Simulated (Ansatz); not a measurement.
# (KF)3(LiCl)1 [001] superlattice, started as rocksalt type: a soft mode frozen in

Aim: this structure of (KF)3(LiCl)1 [001] superlattice, started as rocksalt type is to be tested for unstable modes, and one is followed downhill.

Method: DFT PBEsol, scalar-relativistic, plane waves, PAW, in Ansatz 0.2.0.

The structure was built from a prototype and need not be the compound's stable phase.

### 1. Set-up

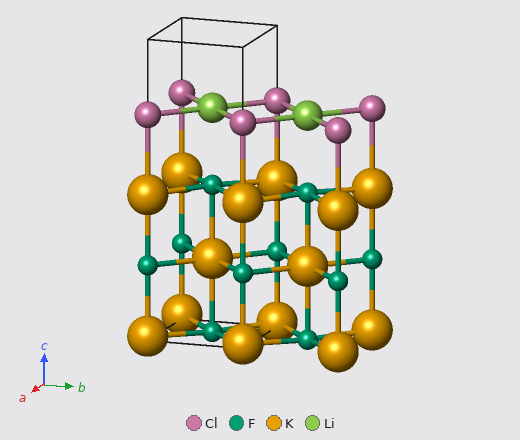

Start, viewed slightly off an axis; chlorine pink, fluorine teal, potassium orange, lithium green. 1×2×1 cells are drawn. Some periodic images of atoms are drawn too.

As a file:

```cif
data_structure
_symmetry_space_group_name_H-M 'P4/mmm'
_symmetry_Int_Tables_number 123
_cell_length_a 3.6690
_cell_length_b 3.6690
_cell_length_c 11.2332
_cell_angle_alpha 90.000
_cell_angle_beta 90.000
_cell_angle_gamma 90.000
_cell_volume 151.22
loop_
_atom_site_label
_atom_site_type_symbol
_atom_site_symmetry_multiplicity
_atom_site_Wyckoff_symbol
_atom_site_fract_x
_atom_site_fract_y
_atom_site_fract_z
_atom_site_occupancy
Cl1 Cl 1 b 0.00000 0.00000 0.50000 1
F1 F 2 h 0.50000 0.50000 0.75588 1
F2 F 1 a 0.00000 0.00000 0.00000 1
K1 K 2 g 0.00000 0.00000 0.76511 1
K2 K 1 c 0.50000 0.50000 0.00000 1
Li1 Li 1 d 0.50000 0.50000 0.50000 1
```

### 2. Modes at Γ

The cell comes from relaxations at this level that are not shown. The zone centre is the only wavevector solved here; it holds the modes that light can see, as far as symmetry allows. The response to a homogeneous field gives the Born charges and the dielectric tensor, and its change with displacement the Raman tensors.

The input, input.yaml:

```yaml
crystal:
  lattice:
    - [2.5943761056, 2.5943761056, 0.0]
    - [-2.5943761056, 2.5943761056, 0.0]
    - [0.0, 0.0, 11.2332288308]
  atoms:
    - { symbol: Cl, position: [0.0, 0.0, 0.75] }
    - { symbol: F, position: [0.5, 0.5, 0.0058771443] }
    - { symbol: F, position: [0.0, 0.0, 0.25] }
    - { symbol: F, position: [0.5, 0.5, 0.4941228557] }
    - { symbol: K, position: [0.0, 0.0, 0.0151112498] }
    - { symbol: K, position: [0.5, 0.5, 0.25] }
    - { symbol: K, position: [0.0, 0.0, 0.4848887502] }
    - { symbol: Li, position: [0.5, 0.5, 0.75] }
kpoints:
  mp_grid: { grid: [8, 8, 2] }
hamiltonian:
  xc: pbesol
scf:
  occupations: { method: fixed }
output:
  eigenvalues: true
phonons:
  method: dfpt
  dielectric: true
  rigid_motions: translations
  raman: true
```

Run with:

```console
$ ansatz run input.yaml --threads 4 --pin off --max-ram 14336MiB --backend cpu --events-out ev --progress --plain --runs-dir out
```

Numbers of over 12 decimals in the logs are rounded to 6 here.

Log:

```text
Engine: ansatz 0.2.0, x86_64-unknown-linux-gnu
Pseudopotentials: kind: paw
Pseudopotential: Cl, paw, valence charge 7, recommended cutoff 420 eV (normal), Cl.paw.azcp
Pseudopotential: F, paw, valence charge 7, recommended cutoff 420 eV (normal), F.paw.azcp
Pseudopotential: K, paw, valence charge 9, recommended cutoff 420 eV (normal), K.paw.azcp
Pseudopotential: Li, paw, valence charge 3, recommended cutoff 420 eV (normal), Li.paw.azcp
Functional definition: PBEsol
  exchange = pbesol_x
  correlation = pbesol_c
Crystal: 8 atoms, lattice volume = 151.217 Å³
Basis set: ecut = 420 eV, 2941 PW (Γ), exchange–correlation on 50×50×160 points (8 copies of the dense FFT grid, shifted against one another)
Bands: 37, of which v1, the nominal top of the filled ones, is band 29 counted from 1 (28 counted from 0)
Symmetry: 16 space group operations
k-points: 42 of 128 (irreducible under 2 space group operations, time reversal used)
Non-local potential: Cl, projectors of the file, l = 0: 2, l = 1: 2, l = 2: 2
Non-local potential: F, projectors of the file, l = 0: 2, l = 1: 2, l = 2: 1
Non-local potential: K, projectors of the file, l = 0: 3, l = 1: 2, l = 2: 2
Non-local potential: Li, projectors of the file, l = 0: 3, l = 1: 2, l = 2: 1
PAW form: soft (Blöchl's): semilocal exchange-correlation on the pseudo side does not see the compensation charge
PAW frozen core: Cl, regenerated for the run's functional, and the local potential with it (the file was generated under x = pbe(κ = 0.804, μ = 0.219515), c = pbe(β = 0.066725))
PAW frozen core: F, regenerated for the run's functional, and the local potential with it (the file was generated under x = pbe(κ = 0.804, μ = 0.219515), c = pbe(β = 0.066725))
PAW frozen core: K, regenerated for the run's functional, and the local potential with it (the file was generated under x = pbe(κ = 0.804, μ = 0.219515), c = pbe(β = 0.066725))
PAW one-centre angular grid: Cl, 110 points (default); XC on 64 Gauss nodes
PAW one-centre angular grid: F, 110 points (default); XC on 64 Gauss nodes
PAW one-centre angular grid: K, 110 points (default); XC on 64 Gauss nodes
PAW one-centre angular grid: Li, 110 points (default); XC on 64 Gauss nodes
Initial density: superposition of atomic densities (neutral atoms: chi_scale 0, normalization atom), corrected by the library's trained network
Initial wavefunctions: pseudopotential atomic-orbital guess
Functional: x = pbesol(κ = 0.804, μ = 0.123457), c = pbesol(β = 0.046)
SCF iter   1: F=—  HF=-8224.424767 eV  |F-HF|=—  |Δ(HF+E_count)|=         —  Δρ=1.01e-2  dr2=1.21e-1  ethr=1.77e-3  ⟨swp⟩=4.8  Hψ=6037  notcnv=0  defer=221
preconditioner: auto → Resta (q_TF=auto, 2.326 Å⁻¹)  ε∞=3.0  [insulator: Δε(μ)=5.459 eV  Ē_g=15.234 eV  n_scr=28 (ndim 8)  ℏωp=21.4 eV  f_vac=0.085  ε∞_Penn≈3.0]
SCF iter   2: F=—  HF=-8224.392754 eV  |F-HF|=—  |Δ(HF+E_count)|=   3.20e-2  Δρ=3.38e-3  dr2=1.21e-2  ethr=2.08e-4  ⟨swp⟩=2.0  Hψ=3026  notcnv=0  defer=250
SCF iter   3: F=—  HF=-8224.389915 eV  |F-HF|=—  |Δ(HF+E_count)|=   2.84e-3  Δρ=9.03e-4  dr2=3.15e-3  ethr=2.08e-5  ⟨swp⟩=2.0  Hψ=2419  notcnv=0  defer=250
SCF iter   4: F=—  HF=-8224.388992 eV  |F-HF|=—  |Δ(HF+E_count)|=   9.23e-4  Δρ=2.71e-4  dr2=3.50e-4  ethr=5.43e-6  ⟨swp⟩=2.9  Hψ=2264  notcnv=0  defer=250
SCF iter   5: F=—  HF=-8224.388918 eV  |F-HF|=—  |Δ(HF+E_count)|=   7.42e-5  Δρ=2.57e-4  dr2=6.65e-5  ethr=6.04e-7  ⟨swp⟩=2.0  Hψ=2423  notcnv=0  defer=250
SCF iter   6: F=—  HF=-8224.388905 eV  |F-HF|=—  |Δ(HF+E_count)|=   1.24e-5  Δρ=5.58e-5  dr2=3.59e-6  ethr=1.15e-7  ⟨swp⟩=2.0  Hψ=2516  notcnv=0  defer=200
SCF iter   7: F=—  HF=-8224.388906 eV  |F-HF|=—  |Δ(HF+E_count)|=   3.35e-7  Δρ=1.23e-5  dr2=2.39e-7  ethr=6.19e-9  ⟨swp⟩=2.1  Hψ=2109  notcnv=0  defer=125
SCF iter   8: F=—  HF=-8224.388906 eV  |F-HF|=—  |Δ(HF+E_count)|=   1.96e-7  Δρ=2.77e-6  dr2=1.11e-8  ethr=4.12e-10  ⟨swp⟩=2.1  Hψ=2344  notcnv=0  defer=125
SCF iter   9: F=—  HF=-8224.388906 eV  |F-HF|=—  |Δ(HF+E_count)|=   2.22e-8  Δρ=4.54e-7  dr2=3.27e-10  ethr=1.91e-11  ⟨swp⟩=2.0  Hψ=2539  notcnv=0  defer=125
SCF iter  10: F=-8224.388906 eV  HF=-8224.388906 eV  |F-HF|=2.73e-11  |Δ(HF+E_count)|=  6.73e-10  Δρ=1.07e-7  dr2=1.91e-11  ethr=1.00e-12  ⟨swp⟩=13.9  Hψ=10213  notcnv=0
SCF 1 converged in 10 iterations: F = -8224.388906 eV  dr2 = 1.91e-11
  greatest PAW one-centre occupation: 0.999 electrons in one spin orbital (limit 2), on the Li atom at site 7 (counted from 0), in its partial waves of l = 0
DFPT response loops at Γ: preconditioner auto → Resta (q_TF=auto, 2.326 Å⁻¹)  ε∞=3.2 (no band partly filled); β = 1.00, the filter's whole step (`scf.mixing.beta` (0.50) is not read by the response loops at its default; to damp them type it under 1.00, their step now; it binds the ground state too); Broyden in place of MSR1
── the response to a field inside a basis, on 8×8×4 k-points: an SCF that follows is theirs, and a resumed run solves both again ──
Bands: 30, of which v1, the nominal top of the filled ones, is band 29 counted from 1 (28 counted from 0)
k-points: 20 of 256
Initial density: handed on by an earlier stage of this run
Initial wavefunctions: pseudopotential atomic-orbital guess (no wavefunctions were taken with the density)
Eigensolver: Dense (20 Hₖ)
SCF iter   1: F=—  HF=-8224.294311 eV  |F-HF|=—  |Δ(HF+E_count)|=         —  Δρ=5.20e-4  dr2=1.08e-4  ethr=1.00e-1
preconditioner: auto → Resta (q_TF=auto, 2.326 Å⁻¹)  ε∞=3.4  [insulator: Δε(μ)=5.917 eV  Ē_g=13.827 eV  n_scr=28 (ndim 8)  ℏωp=21.4 eV  f_vac=0.078  ε∞_Penn≈3.4]
SCF iter   2: F=—  HF=-8224.294345 eV  |F-HF|=—  |Δ(HF+E_count)|=   3.40e-5  Δρ=2.14e-4  dr2=2.88e-5  ethr=1.86e-7
SCF iter   3: F=—  HF=-8224.294359 eV  |F-HF|=—  |Δ(HF+E_count)|=   1.42e-5  Δρ=1.14e-4  dr2=5.75e-6  ethr=4.97e-8
SCF iter   4: F=—  HF=-8224.294364 eV  |F-HF|=—  |Δ(HF+E_count)|=   5.21e-6  Δρ=8.17e-6  dr2=8.34e-8  ethr=9.92e-9
SCF iter   5: F=—  HF=-8224.294364 eV  |F-HF|=—  |Δ(HF+E_count)|=   5.77e-8  Δρ=5.33e-6  dr2=2.72e-8  ethr=1.44e-10
SCF iter   6: F=—  HF=-8224.294364 eV  |F-HF|=—  |Δ(HF+E_count)|=   2.86e-9  Δρ=1.76e-6  dr2=3.47e-9  ethr=4.68e-11
SCF iter   7: F=—  HF=-8224.294364 eV  |F-HF|=—  |Δ(HF+E_count)|=   4.35e-9  Δρ=3.22e-7  dr2=2.04e-10  ethr=5.98e-12
SCF iter   8: F=-8224.294364 eV  HF=-8224.294364 eV  |F-HF|=1.64e-11  |Δ(HF+E_count)|=  5.22e-10  Δρ=7.02e-8  dr2=1.04e-11  ethr=1.00e-12
SCF 1 converged in 8 iterations: F = -8224.294364 eV  dr2 = 1.04e-11
DFPT response loops at Γ: mixed as the last ones told, above
DFPT response loops at Γ: mixed as the last ones told, above
DFPT response loops at Γ: mixed as the last ones told, above
SCF converged after 10 iterations
[...]
ASR residual per site (eV/Å²): 1.27e-4 7.96e-5 3.76e-5 7.96e-5 2.98e-5 1.44e-4 2.98e-5 2.39e-4
  Γ frequencies (cm⁻¹): -172.36 0.00 0.00 0.00 50.50 50.50 56.28 56.28 78.32 78.32 107.23 130.81 161.38 161.38 190.78 211.38 214.62 214.62 215.57 215.57 217.90 217.90 227.72 247.96
  ε∞ (high-frequency dielectric tensor):
        2.212738    -0.000000     0.000000
       -0.000000     2.212738     0.000000
        0.000000     0.000000     2.175147
  softest optical mode at Γ: -172.36 cm⁻¹; the repairs (sum rule, projections) moved no ω² at Γ by more than (3.35 cm⁻¹)²
  Born effective charges Z* (e; rows j = field, columns β = displacement):
    site 0:
        -1.19869    0.00000    0.00000
         0.00000   -1.19869    0.00000
         0.00000    0.00000   -0.76812
    site 1:
        -1.19474   -0.00000   -0.00000
        -0.00000   -1.19474    0.00000
         0.00000    0.00000   -1.14318
    site 2:
        -1.15835    0.00000    0.00000
         0.00000   -1.15835    0.00000
         0.00000    0.00000   -1.20163
    site 3:
        -1.19474   -0.00000    0.00000
        -0.00000   -1.19474   -0.00000
        -0.00000    0.00000   -1.14318
    site 4:
         1.15077    0.00000   -0.00000
        -0.00000    1.15077   -0.00000
        -0.00000   -0.00000    1.11230
    site 5:
         1.16595    0.00000    0.00000
        -0.00000    1.16595    0.00000
         0.00000    0.00000    1.18218
    site 6:
         1.15077   -0.00000    0.00000
         0.00000    1.15077   -0.00000
         0.00000    0.00000    1.11230
    site 7:
         1.27903    0.00000    0.00000
         0.00000    1.27903    0.00000
         0.00000    0.00000    0.84932
  Z* charge neutrality: 3.542e-5 e pre-enforcement
  k-mesh period / interband length: 22.5 Å / 1.08 Å = 20.72 at k = (0.0000, 0.0000, 0.0000), direct gap 5.716 eV — 14 or more, which is no proof of convergence
  Raman tensors (in the event stream and the table raman_tensors.tsv): an entry may err by 1.1e-2 Å², one of the second-order susceptibility by 7.0e-20 pm/V (basis, points and sum rule); their sum over the sites missed zero by 5.551e-17 Å² ahead of its enforcement
  optical modes at Γ without the LO–TO term, one row a degenerate level:
      ω (cm⁻¹)  modes    IR ((D/Å)²/amu)  static Raman (Å⁴/amu)  depolarisation
       -172.36      1             6.3567                 0.0000               —
         50.50      2             0.7405                 0.0000               —
         56.28      2             0.0000                 0.0093           0.750
         78.32      2             0.3455                 0.0000               —
        107.23      1             0.0000                 0.0076           0.074
        130.81      1             0.5412                 0.0000               —
        161.38      2             9.4387                 0.0000               —
        190.78      1             0.3913                 0.0000               —
        211.38      1             2.0615                 0.0000               —
        214.62      2            16.3689                 0.0000               —
        215.57      2             0.0000                 0.0033           0.750
        217.90      2             0.7756                 0.0000               —
        227.72      1             0.0000                 0.0616           0.244
        247.96      1             0.6434                 0.0000               —
  optical modes at Γ + LO–TO along q̂ = [1.0000, 0.0000, 0.0000]:
      ω (cm⁻¹)  modes    IR ((D/Å)²/amu)  static Raman (Å⁴/amu)  depolarisation
       -172.36      1             6.3567                 0.0000               —
         50.50      1             0.3702                 0.0000               —
         56.10      1             0.0230                 0.0000               —
         56.28      2             0.0000                 0.0093           0.750
         78.32      1             0.1727                 0.0000               —
         80.42      1             0.0153                 0.0000               —
        107.23      1             0.0000                 0.0076           0.074
        130.81      1             0.5412                 0.0000               —
        161.38      1             4.7194                 0.0000               —
        179.66      1             0.1475                 0.0000               —
        190.78      1             0.3913                 0.0000               —
        211.38      1             2.0615                 0.0000               —
        214.62      1             8.1844                 0.0000               —
        215.57      2             0.0000                 0.0033           0.750
        217.76      1             0.0002                 0.0000               —
        217.90      1             0.3878                 0.0000               —
        227.72      1             0.0000                 0.0616           0.244
        247.96      1             0.6434                 0.0000               —
        356.58      1            13.6485                 0.0000               —
  optical modes at Γ + LO–TO along q̂ = [0.0000, 1.0000, 0.0000]:
      ω (cm⁻¹)  modes    IR ((D/Å)²/amu)  static Raman (Å⁴/amu)  depolarisation
       -172.36      1             6.3567                 0.0000               —
         50.50      1             0.3702                 0.0000               —
         56.10      1             0.0230                 0.0000               —
         56.28      2             0.0000                 0.0093           0.750
         78.32      1             0.1727                 0.0000               —
         80.42      1             0.0153                 0.0000               —
        107.23      1             0.0000                 0.0076           0.074
        130.81      1             0.5412                 0.0000               —
        161.38      1             4.7194                 0.0000               —
        179.66      1             0.1475                 0.0000               —
        190.78      1             0.3913                 0.0000               —
        211.38      1             2.0615                 0.0000               —
        214.62      1             8.1844                 0.0000               —
        215.57      2             0.0000                 0.0033           0.750
        217.76      1             0.0002                 0.0000               —
        217.90      1             0.3878                 0.0000               —
        227.72      1             0.0000                 0.0616           0.244
        247.96      1             0.6434                 0.0000               —
        356.58      1            13.6485                 0.0000               —
  optical modes at Γ + LO–TO along q̂ = [0.0000, 0.0000, 1.0000]:
      ω (cm⁻¹)  modes    IR ((D/Å)²/amu)  static Raman (Å⁴/amu)  depolarisation
        -59.47      1             2.0098                 0.0000               —
         50.50      2             0.7405                 0.0000               —
         56.28      2             0.0000                 0.0093           0.750
         78.32      2             0.3455                 0.0000               —
        107.23      1             0.0000                 0.0076           0.074
        143.60      1             0.4579                 0.0000               —
        161.38      2             9.4387                 0.0000               —
        193.71      1             0.0673                 0.0000               —
        214.62      2            16.3689                 0.0000               —
        215.57      2             0.0000                 0.0033           0.750
        217.90      2             0.7756                 0.0000               —
        227.72      1             0.0000                 0.0616           0.244
        237.60      1             0.5596                 0.0000               —
        289.33      1             6.8994                 0.0000               —
[key lines of the parts left out:]
Free energy (F): -8224.388906 eV
Fermi energy:    1.364384 eV
```

It took 3.1 min on 4 threads of Intel Xeon Platinum 8375C at 2.90GHz (Ice Lake), shared host; peak memory 2.2 GiB.

This step gave:

| Quantity | Value |
| --- | --- |
| gap on the k-mesh | 5.716 eV |
| volume per atom | 18.90 Å³ |
| sum-rule residual before enforcement | 2.39e-4 eV/Å² |
| miss of the charge sum rule | 3.54e-5 e |
| point group | 4/mmm |
| highest optical mode at the zone centre (no LO-TO term) | 248.0 cm⁻¹ |
| lowest optical zone-centre mode | -172.4 cm⁻¹ |
| mean high-frequency dielectric constant | 2.200 |
| largest Born charge (third of the trace) | -1.178 e |
| top of the zone-centre spectrum with the field | 356.6 cm⁻¹ |

Without the LO-TO term. Patterns of degenerate modes are one choice out of their space. Modes at Γ, with each element's share of the kinetic energy (negative means imaginary):

| mode | frequency (cm⁻¹) | symmetry | Cl % | F % | K % | Li % |
| --- | --- | --- | --- | --- | --- | --- |
| 1 | -172.4 | A2u | 2 | 38 | 2 | 58 |
| 2 | 0.0 | acoustic | 16 | 26 | 54 | 3 |
| 3 | 0.0 | acoustic | 16 | 26 | 54 | 3 |
| 4 | 0.0 | acoustic | 16 | 26 | 54 | 3 |
| 5 | 50.5 | Eu | 76 | 6 | 16 | 2 |
| 6 | 50.5 | Eu | 76 | 6 | 16 | 2 |
| 7 | 56.3 | Eg | 0 | 29 | 71 | 0 |
| 8 | 56.3 | Eg | 0 | 29 | 71 | 0 |
| 9 | 78.3 | Eu | 4 | 30 | 65 | 0 |
| 10 | 78.3 | Eu | 4 | 30 | 65 | 0 |
| 11 | 107.2 | A1g | 0 | 56 | 44 | 0 |
| 12 | 130.8 | A2u | 22 | 8 | 69 | 1 |
| 13 | 161.4 | Eu | 4 | 0 | 3 | 93 |
| 14 | 161.4 | Eu | 4 | 0 | 3 | 93 |
| 15 | 190.8 | A2u | 3 | 40 | 43 | 15 |
| 16 | 211.4 | A2u | 39 | 35 | 21 | 4 |
| 17 | 214.6 | Eu | 0 | 69 | 31 | 1 |
| 18 | 214.6 | Eu | 0 | 69 | 31 | 1 |
| 19 | 215.6 | Eg | 0 | 71 | 29 | 0 |
| 20 | 215.6 | Eg | 0 | 71 | 29 | 0 |
| 21 | 217.9 | Eu | 0 | 69 | 31 | 1 |
| 22 | 217.9 | Eu | 0 | 69 | 31 | 1 |
| 23 | 227.7 | A1g | 0 | 44 | 56 | 0 |
| 24 | 248.0 | A2u | 18 | 53 | 11 | 18 |

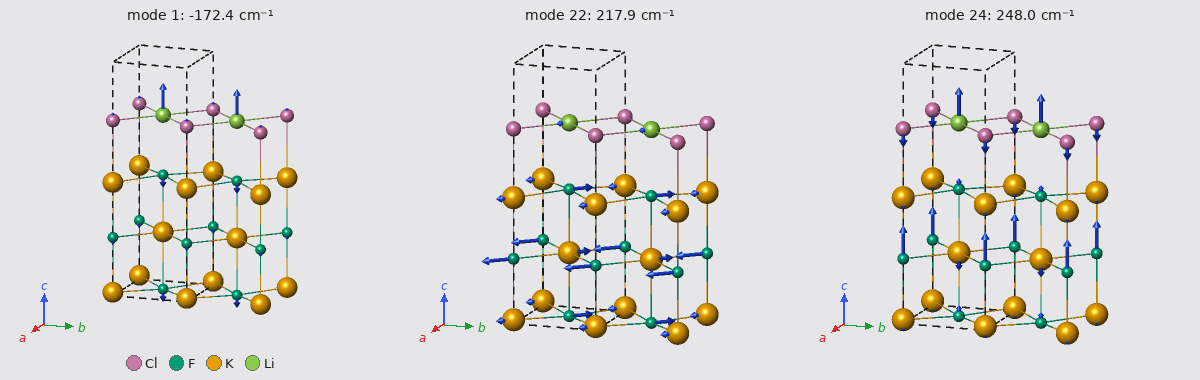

Displacement patterns of modes 1, 22 and 24 at Γ; arrows are exaggerated. 1×2×1 cells are drawn. Some periodic images of atoms are drawn too.

Before it was imposed, the acoustic sum rule was missed by 2.4e-4 eV/Å² and the charge sum rule by 3.5e-5 e. Small misses are needed for a sound result but don't prove that mesh and cutoff are converged. The lowest optical mode is imaginary, 172.4i cm⁻¹, so the energy falls along it.

### 3. The mode frozen in, largest atomic shift 0 Å

The mode followed lies at Γ with frequency 172.4i cm⁻¹, the softest among the wavevectors solved. At small amplitude the distorted cell has space group no. 99 by a symmetry search on the positions. The undistorted cell that holds it gives the zero of energy on the same k mesh.

input.yaml: that of step 2 with these lines changed.

```diff
@@ -19,9 +19,6 @@
 scf:
-  occupations: { method: fixed }
+  occupations: { method: gaussian, width: 0.02 }
 output:
+  forces: true
+  stress: true
   eigenvalues: true
-phonons:
-  method: dfpt
-  dielectric: true
-  rigid_motions: translations
-  raman: true
```

Log:

```text
[...]
Crystal: 8 atoms, lattice volume = 151.217 Å³
Basis set: ecut = 420 eV, 2941 PW (Γ), exchange–correlation on 50×50×160 points (8 copies of the dense FFT grid, shifted against one another)
Bands: 37, of which v1, the nominal top of the filled ones, is band 29 counted from 1 (28 counted from 0)
Symmetry: 16 space group operations
[...]
k-points: 30 of 128
[...]
k-point 0: bands = [... 25 lower, 1.3397, 1.3397, 1.3643, 1.3643, 7.0803, 8.5942, 9.0320, 9.4301, ... 3 higher]
  k-point 1: bands = [... 25 lower, 1.3463, 1.3463, 1.3576, 1.3576, 7.4080, 7.8643, 9.4935, 10.0404, ... 3 higher]
  k-point 2: bands = [... 25 lower, 1.2398, 1.2718, 1.2814, 1.3085, 7.3829, 8.8173, 9.1175, 9.6688, ... 3 higher]
  k-point 29: bands = [... 25 lower, 1.2550, 1.2550, 1.2638, 1.2638, 9.1436, 9.5683, 9.5683, 9.8744, ... 3 higher]
[key lines of the parts left out:]
SCF converged after 8 iterations
Free energy (F): -8224.388906 eV
Fermi energy:    4.222333 eV
P = ⅓ Tr σ = 0.0049 GPa (0.049 kbar)
```

Elapsed: 2.2 s, on 4 threads; peak memory 0.59 GiB; 8.1 s of CPU time.

Numbers from this step:

```yaml
pressure: 0.004874 GPa
energy_from_the_undistorted_cell: 0 meV/atom
```

At this level the gap is 5.72 eV on the k-mesh of the self-consistent run, which can miss the band edges.

[end of part 1 of 3]

[Logs are printed without paths, hosts, clocks, repeated set-up lines and the standing remarks that a program may print on its own settings, such as how far it seeks lower states.]

[Hosts, paths, dates, database ids (printed as entryN), source tags and the programs' standing remarks are cut or masked in the printed files.]
